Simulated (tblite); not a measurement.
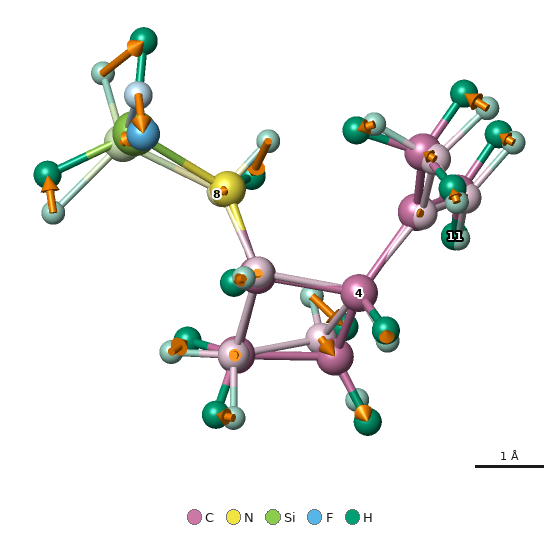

This is a relaxation of C7H14FNSi. The starting structure is drawn faded, the final one solid; orange arrows show the displacements, at their true length. The two geometries are superimposed by the best rigid fit.

The picture is a ball-and-stick view, seen at a tilt.

The calculation used GFN2-xTB geometry optimisation, gas phase (tblite 0.8.0). 

Atoms of which element are displaced furthest, and by how much?

Answer. Hydrogen: up to 1.12 Å, against 0.72 Å for fluorine.

What happened in the run?

Answer. After 117 geometry steps the energy has fallen by 11.9 kcal/mol. The atom that moves furthest after the best rigid fit is an H atom (1.12 Å). By element the largest moves are H 1.12 Å, F 0.72 Å, C 0.38 Å, Si 0.32 Å, N 0.11 Å. Near-neighbour distances that change, for instance: C–N 1.481 → 1.436 Å, H–Si 1.494 → 1.451 Å, C–C 1.570 → 1.540 Å, C–H 1.105 → 1.089 Å. Bond angles that change, for instance: Si–N–H 106.5° → 119.3°, N–Si–H 109.1° → 117.8°, F–Si–H 111.1° → 102.6°. The run took 1.3 s on 1 thread of Arm Neoverse V1, on a shared host.
